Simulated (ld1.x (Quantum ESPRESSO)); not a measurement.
**Run report: Ir, pseudopotential generation (part 2 of 2)**

The same run, continued: iridium (Ir, Z = 77), core [Kr] 4d10 4f14, reference valence 5s2 5p6 5d7 6s2 6p0, valence charge 17. Method: TM potential, BLYP, fully relativistic, made with ld1.x (Quantum ESPRESSO) 7.5.

## Output of the test run (extracts), continued
```
     ---------------------- Testing the pseudopotential ----------------------

     Ir
     dirac relativistic calculation

     atomic number is 77.00   valence charge is 17.00
     dft =BLYP   lsd =0 sic =0 latt =0  beta=0.20 tr2=1.0E-14
     mesh =1277 r(mesh) = 100.10249 xmin = -7.00 dx = 0.01250

     n l  j  nl             e AE (Ry)       e PS (Ry)    De AE-PS (Ry)
     1 0 0.5 5S   1( 2.00)       -8.48038       -8.59755        0.11717  !
     2 1 0.5 5P   1( 2.00)       -6.04078       -6.14891        0.10813  !
     2 1 1.5 5P   1( 4.00)       -5.03929       -5.14088        0.10160  !
     3 2 1.5 5D   1( 2.80)       -1.84535       -1.93105        0.08570  !
     3 2 2.5 5D   1( 4.20)       -1.74887       -1.83292        0.08405  !
     2 0 0.5 6S   1( 0.00)       -1.58872       -1.77140        0.18267  !
     3 1 0.5 6P   1( 0.00)       -1.12143       -1.22072        0.09929  !
     3 1 1.5 6P   1( 0.00)       -1.02109       -1.08620        0.06511  !

     eps = 3.4E-15  iter = 15

     Etot =  -35716.069538 Ry,  -17858.034769 Ha, -485941.881699 eV
     Etotps =  -256.787409 Ry,    -128.393705 Ha,   -3493.770687 eV
     dEtot_ae =       2.013960 Ry
     dEtot_ps =       2.271797 Ry,   Delta E=      -0.257837 Ry

     Ekin =      64.365656 Ry,      32.182828 Ha,     875.739359 eV
     Encl =    -407.802418 Ry,    -203.901209 Ha,   -5548.434547 eV
     Ehrt =     152.627650 Ry,      76.313825 Ha,    2076.604972 eV
     Ecxc =     -70.771638 Ry,     -35.385819 Ha,    -962.897183 eV
     (Ecc =     -44.926876 Ry,     -22.463438 Ha,    -611.261283 eV)
     Epseu=       4.793340 Ry,       2.396670 Ha,      65.216713 eV

     ---------------------- End of pseudopotential test ----------------------

     ---------------------- Testing the pseudopotential ----------------------

     Ir
     dirac relativistic calculation

     atomic number is 77.00   valence charge is 17.00
     dft =BLYP   lsd =0 sic =0 latt =0  beta=0.20 tr2=1.0E-14
     mesh =1277 r(mesh) = 100.10249 xmin = -7.00 dx = 0.01250

     n l  j  nl             e AE (Ry)       e PS (Ry)    De AE-PS (Ry)
     1 0 0.5 5S   1( 2.00)       -9.49692       -9.62834        0.13142  !
     2 1 0.5 5P   1( 2.00)       -7.04696       -7.16923        0.12226  !
     2 1 1.5 5P   1( 4.00)       -6.03239       -6.14788        0.11549  !
     3 2 1.5 5D   1( 2.40)       -2.76542       -2.86560        0.10018  !
     3 2 2.5 5D   1( 3.60)       -2.65915       -2.75780        0.09865  !
     2 0 0.5 6S   1( 0.00)       -2.32150       -2.55345        0.23195  !
     3 1 0.5 6P   1( 0.00)       -1.78020       -1.91620        0.13600  !
     3 1 1.5 6P   1( 0.00)       -1.64474       -1.73145        0.08671  !

     eps = 6.9E-15  iter = 16

     Etot =  -35713.832337 Ry,  -17856.916169 Ha, -485911.443024 eV
     Etotps =  -254.457967 Ry,    -127.228983 Ha,   -3462.077008 eV
     dEtot_ae =       4.251161 Ry
     dEtot_ps =       4.601239 Ry,   Delta E=      -0.350078 Ry

     Ekin =      62.189082 Ry,      31.094541 Ha,     846.125566 eV
     Encl =    -389.728493 Ry,    -194.864246 Ha,   -5302.526276 eV
     Ehrt =     138.211082 Ry,      69.105541 Ha,    1880.457568 eV
     Ecxc =     -69.756167 Ry,     -34.878084 Ha,    -949.081007 eV
     (Ecc =     -44.926876 Ry,     -22.463438 Ha,    -611.261283 eV)
     Epseu=       4.626530 Ry,       2.313265 Ha,      62.947141 eV

     ---------------------- End of pseudopotential test ----------------------

     ---------------------- Testing the pseudopotential ----------------------

     Ir
     dirac relativistic calculation

     atomic number is 77.00   valence charge is 17.00
     dft =BLYP   lsd =0 sic =0 latt =0  beta=0.20 tr2=1.0E-14
     mesh =1277 r(mesh) = 100.10249 xmin = -7.00 dx = 0.01250

     n l  j  nl             e AE (Ry)       e PS (Ry)    De AE-PS (Ry)
     1 0 0.5 5S   1( 2.00)       -8.16800       -8.17452        0.00653  !
     2 1 0.5 5P   1( 1.67)       -5.70630       -5.71119        0.00489
     2 1 1.5 5P   1( 3.33)       -4.67938       -4.68378        0.00441
     3 2 1.5 5D   1( 2.80)       -1.40930       -1.41487        0.00557  !
     3 2 2.5 5D   1( 4.20)       -1.30531       -1.31111        0.00581  !
     2 0 0.5 6S   1( 2.00)       -1.08858       -1.21634        0.12776  !
     3 1 0.5 6P   1( 0.00)       -0.64482       -0.69284        0.04802  !
     3 1 1.5 6P   1( 0.00)       -0.56079       -0.58042        0.01963  !

     eps = 3.6E-15  iter = 23

     Etot =  -35713.551047 Ry,  -17856.775524 Ha, -485907.615878 eV
     Etotps =  -254.523760 Ry,    -127.261880 Ha,   -3462.972166 eV
     dEtot_ae =       4.532451 Ry
     dEtot_ps =       4.535446 Ry,   Delta E=      -0.002995 Ry

     Ekin =      64.658339 Ry,      32.329169 Ha,     879.721516 eV
     Encl =    -412.940331 Ry,    -206.470166 Ha,   -5618.339424 eV
     Ehrt =     160.103833 Ry,      80.051916 Ha,    2178.323617 eV
     Ecxc =     -70.930162 Ry,     -35.465081 Ha,    -965.054016 eV
     (Ecc =     -44.926876 Ry,     -22.463438 Ha,    -611.261283 eV)
     Epseu=       4.584562 Ry,       2.292281 Ha,      62.376141 eV

     ---------------------- End of pseudopotential test ----------------------

     ---------------------- Testing the pseudopotential ----------------------

     Ir
     dirac relativistic calculation

     atomic number is 77.00   valence charge is 17.00
     dft =BLYP   lsd =0 sic =0 latt =0  beta=0.20 tr2=1.0E-14
     mesh =1277 r(mesh) = 100.10249 xmin = -7.00 dx = 0.01250

     n l  j  nl             e AE (Ry)       e PS (Ry)    De AE-PS (Ry)
     1 0 0.5 5S   1( 2.00)       -7.47281       -7.49893        0.02611  !
     2 1 0.5 5P   1( 2.00)       -5.03268       -5.05715        0.02447  !
     2 1 1.5 5P   1( 4.00)       -4.03114       -4.05447        0.02333  !
     3 2 1.5 5D   1( 2.80)       -0.86177       -0.88178        0.02001  !
     3 2 2.5 5D   1( 4.20)       -0.77043       -0.79008        0.01964  !
     2 0 0.5 6S   1( 1.50)       -0.72176       -0.82484        0.10307  !
     3 1 0.5 6P   1( 0.00)       -0.34440       -0.37877        0.03437  !
     3 1 1.5 6P   1( 0.00)       -0.28629       -0.30187        0.01557  !

     eps = 6.4E-15  iter = 19

     Etot =  -35717.788603 Ry,  -17858.894301 Ha, -485965.270760 eV
     Etotps =  -258.718669 Ry,    -129.359335 Ha,   -3520.046822 eV
     dEtot_ae =       0.294896 Ry
     dEtot_ps =       0.340537 Ry,   Delta E=      -0.045641 Ry

     Ekin =      64.512278 Ry,      32.256139 Ha,     877.734262 eV
     Encl =    -425.602656 Ry,    -212.801328 Ha,   -5790.619135 eV
     Ehrt =     169.514837 Ry,      84.757418 Ha,    2306.366847 eV
     Ecxc =     -71.765300 Ry,     -35.882650 Ha,    -976.416643 eV
     (Ecc =     -44.926876 Ry,     -22.463438 Ha,    -611.261283 eV)
     Epseu=       4.622172 Ry,       2.311086 Ha,      62.887848 eV

     ---------------------- End of pseudopotential test ----------------------

     ---------------------- Testing the pseudopotential ----------------------

     Ir
     dirac relativistic calculation

     atomic number is 77.00   valence charge is 17.00
     dft =BLYP   lsd =0 sic =0 latt =0  beta=0.20 tr2=1.0E-14
     mesh =1277 r(mesh) = 100.10249 xmin = -7.00 dx = 0.01250

     n l  j  nl             e AE (Ry)       e PS (Ry)    De AE-PS (Ry)
     1 0 0.5 5S   1( 2.00)       -6.99479       -7.03438        0.03959  !
     2 1 0.5 5P   1( 2.00)       -4.56011       -4.59500        0.03488  !
     2 1 1.5 5P   1( 4.00)       -3.56553       -3.59723        0.03171  !
     3 2 1.5 5D   1( 3.20)       -0.44292       -0.46635        0.02342  !
     3 2 2.5 5D   1( 4.80)       -0.35896       -0.38142        0.02246  !
     2 0 0.5 6S   1( 1.00)       -0.40759       -0.49360        0.08601  !
     3 1 0.5 6P   1( 0.00)       -0.09490       -0.11575        0.02085  !
     3 1 1.5 6P   1( 0.00)       -0.06140       -0.06951        0.00811  !

     eps = 6.5E-15  iter = 22

     Etot =  -35718.102628 Ry,  -17859.051314 Ha, -485969.543298 eV
     Etotps =  -259.007245 Ry,    -129.503623 Ha,   -3523.973096 eV
     dEtot_ae =      -0.019130 Ry
     dEtot_ps =       0.051961 Ry,   Delta E=      -0.071091 Ry

     Ekin =      65.719630 Ry,      32.859815 Ha,     894.161112 eV
     Encl =    -434.129113 Ry,    -217.064557 Ha,   -5906.627492 eV
     Ehrt =     176.836579 Ry,      88.418290 Ha,    2405.984232 eV
     Ecxc =     -72.202890 Ry,     -36.101445 Ha,    -982.370361 eV
     (Ecc =     -44.926876 Ry,     -22.463438 Ha,    -611.261283 eV)
     Epseu=       4.768549 Ry,       2.384274 Ha,      64.879413 eV

     ---------------------- End of pseudopotential test ----------------------

     ---------------------- Testing the pseudopotential ----------------------

     Ir
     dirac relativistic calculation

     atomic number is 77.00   valence charge is 17.00
     dft =BLYP   lsd =0 sic =0 latt =0  beta=0.20 tr2=1.0E-14
     mesh =1277 r(mesh) = 100.10249 xmin = -7.00 dx = 0.01250

     n l  j  nl             e AE (Ry)       e PS (Ry)    De AE-PS (Ry)
     1 0 0.5 5S   1( 2.00)       -7.51784       -7.49997       -0.01787  !
     2 1 0.5 5P   1( 2.00)       -5.06978       -5.05446       -0.01532  !
     2 1 1.5 5P   1( 4.00)       -4.05840       -4.04496       -0.01344  !
     3 2 1.5 5D   1( 2.40)       -0.83887       -0.82950       -0.00937  !
     3 2 2.5 5D   1( 3.60)       -0.74102       -0.73211       -0.00891  !
     2 0 0.5 6S   1( 2.00)       -0.60897       -0.70085        0.09187  !
     3 1 0.5 6P   1( 0.33)       -0.21542       -0.23488        0.01946  !
     3 1 1.5 6P   1( 0.67)       -0.15584       -0.15552       -0.00032

     eps = 7.8E-15  iter = 32

     Etot =  -35717.570460 Ry,  -17858.785230 Ha, -485962.302782 eV
     Etotps =  -258.556899 Ry,    -129.278450 Ha,   -3517.845826 eV
     dEtot_ae =       0.513038 Ry
     dEtot_ps =       0.502307 Ry,   Delta E=       0.010731 Ry

     Ekin =      63.300749 Ry,      31.650374 Ha,     861.250563 eV
     Encl =    -424.701034 Ry,    -212.350517 Ha,   -5778.351935 eV
     Ehrt =     170.106477 Ry,      85.053238 Ha,    2314.416524 eV
     Ecxc =     -71.645628 Ry,     -35.822814 Ha,    -974.788428 eV
     (Ecc =     -44.926876 Ry,     -22.463438 Ha,    -611.261283 eV)
     Epseu=       4.382537 Ry,       2.191268 Ha,      59.627451 eV

     ---------------------- End of pseudopotential test ----------------------
```

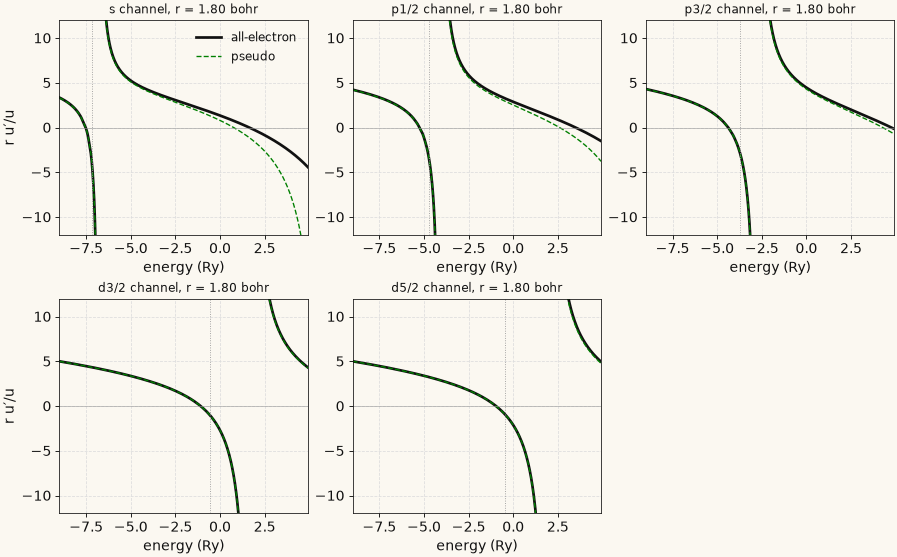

**Figure 1.** Logarithmic derivatives r u′/u at the test radius against energy, all-electron atom (solid) and pseudo-atom (dashed). Here u = r R(r). The dotted line marks the reference energy of the channel.

- Zeros of the logarithmic derivative: s: all-electron -7.5 and 1.6 Ry, pseudo -7.5 and 0.8 Ry; p1/2: all-electron -5.3 and 3.5 Ry, pseudo -5.3 and 2.6 Ry; p3/2: all-electron -4.4 and 4.8 Ry, pseudo -4.4 and 4.3 Ry; d3/2: all-electron -1.1 Ry, pseudo -1.1 Ry; d5/2: all-electron -1.0 Ry, pseudo -1.0 Ry.
- Poles, where the radial function vanishes at the test radius: s: all-electron at -6.8 Ry, pseudo at -6.8 Ry; p1/2: all-electron at -4.1 Ry, pseudo at -4.1 Ry; p3/2: all-electron at -2.7 Ry, pseudo at -2.7 Ry; d3/2: all-electron at 1.7 Ry, pseudo at 1.7 Ry; d5/2: all-electron at 2.0 Ry, pseudo at 2.0 Ry. The potential isn't sound: the pseudo-atom misses its own reference levels by up to 1.08 eV. In the spherical-Bessel test 5d5/2 stands at −0.443 Ry at the top cutoff of 400 Ry against −0.480 Ry all-electron; 5d3/2 stands at −0.533 Ry at the top cutoff of 400 Ry against −0.570 Ry all-electron; 6s stands at −0.517 Ry at the top cutoff of 400 Ry against −0.461 Ry all-electron and −0.540 Ry from the radial solver of ld1.x (3 more miss too). Either such a state needs more than 400 Ry, or the test doesn't rebuild this potential faithfully. No cutoff can be given, and the search for ghost states has no verdict.

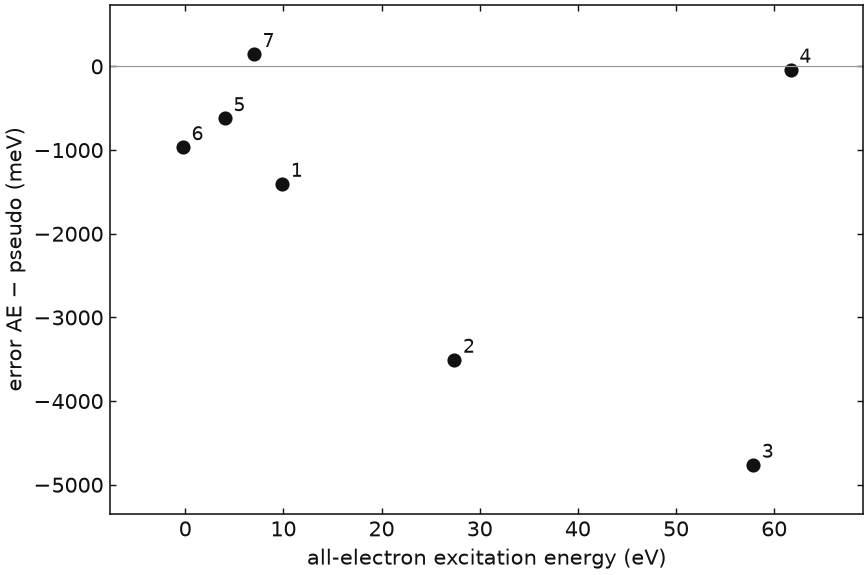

**Figure 2.** Errors, all-electron minus pseudo, of the energies of valence configurations relative to the unpolarised reference 5s2 5p6 5d7 6s2 6p0. Points: 1 = 5s2 5p6 5d7 6s1 6p0; 2 = 5s2 5p6 5d7 6s0 6p0; 3 = 5s2 5p6 5d6 6s0 6p0; 4 = 5s2 5p5 5d7 6s2 6p0; 5 = 5s2 5p6 5d7 6s1.5 6p0; 6 = 5s2 5p6 5d8 6s1 6p0; 7 = 5s2 5p6 5d6 6s2 6p1.

- Worst configuration: 5s2 5p6 5d6 6s0 6p0 (charge +3): the error is -4763 meV on an all-electron energy of +57.84 eV relative to the reference, or 8.2 %. Note that the pseudo-atom misses its own reference levels by up to 1.08 eV.
- Configurations within 10 meV and within 50 meV: 0 and 1 of 7.
- Errors in meV: 5s2 5p6 5d7 6s1 6p0: -1405; 5s2 5p6 5d7 6s0 6p0: -3508; 5s2 5p6 5d6 6s0 6p0: -4763; 5s2 5p5 5d7 6s2 6p0: -41; 5s2 5p6 5d7 6s1.5 6p0: -621; 5s2 5p6 5d8 6s1 6p0: -967; 5s2 5p6 5d6 6s2 6p1: +146.

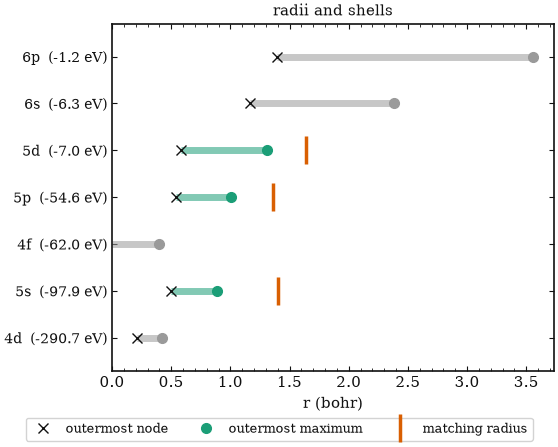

**Figure 3.** Outer shells of the all-electron reference atom: each bar runs from the outermost node (or the nucleus) to the outermost maximum of u(r); the tick is the radius chosen for the pseudo-wave. Shells without a tick have no pseudo-wave of their own. Levels, nodes and maxima are from ld1.x, scalar-relativistic.

- Radii against the shells: 5s: 1.40 bohr, outside the maximum; 5p: 1.36 bohr, outside the maximum; 5d: 1.64 bohr, outside the maximum.

Outcome of the run: generated; the Bessel test doesn't meet the 5d5/2 level; the pseudo-atom misses its reference levels by up to 1.08 eV (6s, which has no pseudo-wave of its own).
